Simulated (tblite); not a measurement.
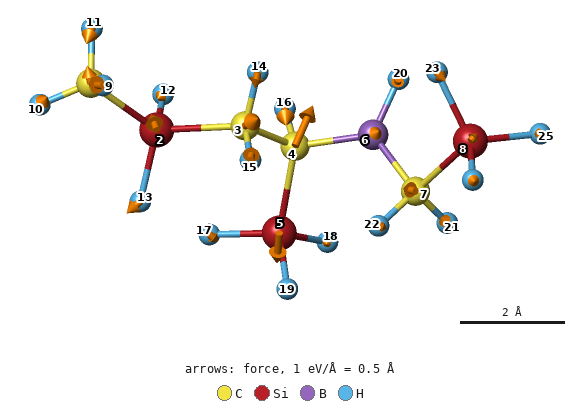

Starting geometry of C4H17BSi3 with the computed forces as orange arrows. Style: ball-and-stick. Shown from a free direction.

Method: GFN2-xTB geometry optimisation, gas phase (tblite 0.8.0). 

Question: Is this structure relaxed? If not, where do the atoms go?

Answer: It isn't relaxed: the largest force vector, on a C atom, is 1.91 eV/Å. The final displacements have little in common with the starting forces (cosine between the two patterns 0.13). The atom that moves furthest after the best rigid fit is an H atom (1.79 Å). By element the largest moves are H 1.79 Å, Si 0.95 Å, C 0.71 Å, B 0.67 Å. Among the contacts that change: Si–Si 3.276 → 3.702 Å, C–Si 1.842 → 1.919 Å, C–H 1.144 → 1.095 Å, C–Si 1.859 → 1.902 Å. Among the angles between lasting bonds that change: Si–C–C 106.5° → 115.8°, Si–C–B 112.2° → 104.2°, H–C–H 113.7° → 107.5°. Groups turn about B–C by about 60°, B–C by about 50°, C–Si by about 35°. After 207 geometry steps the energy has fallen by 0.949 eV.
